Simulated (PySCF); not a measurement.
**Single-point calculation, with input and output: RuN2 (charge +1)**

The run: single-point calculation of RuN2, charge +1, multiplicity 2. Method and program: UHF/sbkjc, mp2 (PySCF 2.14.0).

Some settings of this run were made unusual or wrong on purpose.

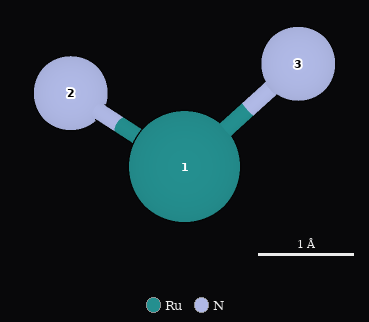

Figure 1. The input geometry (ball-and-stick view, seen at an oblique angle; atoms are numbered from 1 in the order of the input). Sticks mark near contacts.

**The input**
```python
from pyscf import gto, scf, mp

mol = gto.M(
    atom='Ru -0.1542 -0.1414 0.0106; N 0.6095 0.5589 1.2643; N 0.5124 0.4699 -1.3412',
    basis='sbkjc',
    ecp={'Ru': 'sbkjc', 'N': 'sbkjc'},
    charge=1,
    spin=1,
    verbose=4,
)
mf = scf.UHF(mol)
mf.damp = 0.95
mf.diis_start_cycle = 8
mf = mf.newton()
mf.kernel()
mp.MP2(mf).kernel()
mf.dip_moment()
print('orbital energies (hartree):', [e[max(0, n-3):n+3].round(4) for e, n in zip(mf.mo_energy, mol.nelec)])
```

Launch command:
```bash
OMP_NUM_THREADS=1 python input.py
```

**Log**
```
PySCF version 2.14.0

[INPUT] verbose = 4
[INPUT] num. atoms = 3
[INPUT] num. electrons = 25
[INPUT] charge = 1
[INPUT] spin (= nelec alpha-beta = 2S) = 1
[INPUT] symmetry False subgroup None
[INPUT] Mole.unit = angstrom
[INPUT] Symbol           X                Y                Z      unit          X                Y                Z       unit  Magmom
[INPUT]  1 Ru    -0.154200000000  -0.141400000000   0.010600000000 AA   -0.291395768408  -0.267207274013   0.020031096920 Bohr   0.0
[INPUT]  2 N      0.609500000000   0.558900000000   1.264300000000 AA    1.151788072922   1.056167931019   2.389180739288 Bohr   0.0
[INPUT]  3 N      0.512400000000   0.469900000000  -1.341200000000 AA    0.968295666227   0.887982305933  -2.534500678267 Bohr   0.0

nuclear repulsion = 57.12744527219
number of shells = 19
number of NR pGTOs = 89
number of NR cGTOs = 47
basis = sbkjc
ecp = {'Ru': 'sbkjc', 'N': 'sbkjc'}

******** <class 'pyscf.soscf.newton_ah.SecondOrderUHF'> ********
method = SecondOrderUHF
initial guess = minao
damping factor = 0.95
level_shift factor = 0
DIIS = <class 'pyscf.scf.diis.CDIIS'>
diis_start_cycle = 8
diis_space = 8
diis_damp = 0
SCF conv_tol = 1e-09
SCF conv_tol_grad = None
SCF max_cycles = 50
direct_scf = True
direct_scf_tol = 1e-13
number electrons alpha = 13  beta = 12
******** <class 'pyscf.scf.uhf.UHF'> Newton solver flags ********
SCF tol = 1e-09
conv_tol_grad = None
max. SCF cycles = 50
direct_scf = True
direct_scf_tol = 1e-13
max_cycle_inner = 12
max_stepsize = 0.05
ah_start_tol = 1e+09
ah_level_shift = 0
ah_conv_tol = 1e-12
ah_lindep = 1e-14
ah_start_cycle = 1
ah_max_cycle = 40
ah_grad_trust_region = 2.5
kf_interval = 4
kf_trust_region = 5
canonicalization = True
Set conv_tol_grad to 3.16228e-05
  alpha nocc = 13  HOMO = 0.120632695461964  LUMO = 0.125287121616882
  beta  nocc = 12  HOMO = 0.119349513089911  LUMO = 0.120632695461964

WARN: HOMO 0.120632695461964 >= LUMO 0.120632695461964

Initial guess E= -98.6661401310682  |g|= 4.26101
macro= 0  E= -108.945855187639  delta_E= -10.2797  |g|= 1.91504  3 KF 15 JK
macro= 1  E= -111.215541901427  delta_E= -2.26969  |g|= 0.564381  3 KF 16 JK
macro= 2  E= -111.673043841972  delta_E= -0.457502  |g|= 0.251632  3 KF 17 JK
macro= 3  E= -111.796406481006  delta_E= -0.123363  |g|= 0.095558  4 KF 20 JK
macro= 4  E= -111.811656546853  delta_E= -0.0152501  |g|= 0.0838531  4 KF 22 JK
macro= 5  E= -111.863480529284  delta_E= -0.051824  |g|= 0.0460965  4 KF 22 JK
macro= 6  E= -111.896796581594  delta_E= -0.0333161  |g|= 0.064996  3 KF 13 JK
macro= 7  E= -111.912055257184  delta_E= -0.0152587  |g|= 0.0527311  3 KF 13 JK
macro= 8  E= -111.925134454309  delta_E= -0.0130792  |g|= 0.0183507  3 KF 15 JK
macro= 9  E= -111.92692479004  delta_E= -0.00179034  |g|= 0.00734437  3 KF 17 JK
macro= 10  E= -111.928235008769  delta_E= -0.00131022  |g|= 0.00695639  1 KF 5 JK
macro= 11  E= -111.93177862751  delta_E= -0.00354362  |g|= 0.0278658  2 KF 7 JK
macro= 12  E= -111.956358037221  delta_E= -0.0245794  |g|= 0.0493715  3 KF 14 JK
macro= 13  E= -111.964072866322  delta_E= -0.00771483  |g|= 0.0328834  4 KF 22 JK
macro= 14  E= -111.964377718505  delta_E= -0.000304852  |g|= 0.0298105  2 KF 7 JK
macro= 15  E= -111.975370924473  delta_E= -0.0109932  |g|= 0.00124509  5 KF 19 JK
macro= 16  E= -111.975371896923  delta_E= -9.72451e-07  |g|= 7.30361e-05  2 KF 15 JK
macro= 17  E= -111.975371896924  delta_E= -2.27374e-13  |g|= 1.2467e-05  1 KF 2 JK
Canonicalize SCF orbitals
macro X = 18  E=-111.975371896924  |g|= 1.2467e-05  total 54 KF 280 JK
converged SCF energy = -111.975371896924  <S^2> = 3.0673242  2S+1 = 3.6427046

******** <class 'pyscf.mp.ump2.UMP2'> ********
nocc = (np.int64(13), np.int64(12)), nmo = (47, 47)
E(UMP2) = -112.32701306076  E_corr = -0.35164116383657
E(SCS-UMP2) = -112.292599761314  E_corr = -0.31722786439039
E_corr(same-spin) = -0.120855614092493
E_corr(oppo-spin) = -0.230785549744077

WARN: System has nonzero charge 1; the dipole moment is origin-dependent.
Location of origin: [0. 0. 0.]

Dipole moment(X, Y, Z, Debye): -1.61716, -1.48292, -1.14048
orbital energies (hartree): [array([-0.7673, -0.7113, -0.6485, -0.2033, -0.166 , -0.1634]), array([-0.7687, -0.7365, -0.6241, -0.2133, -0.1878, -0.1712])]
```

**Outcome**

| quantity | value |
| --- | --- |
| outcome | converged |
| SCF energy | −111.975372 hartree |
| ⟨S²⟩ | 3.067 |
| hardware | 1 CPU thread, shared host |
| wall time | 4.1 s |

**What went wrong**

Some settings of this run were drawn to be unusual or wrong. It converged; results that depend on the unusual settings are not reference values. ⟨S²⟩ is 3.07 against 0.75 for a pure state: the solution is spin-contaminated.
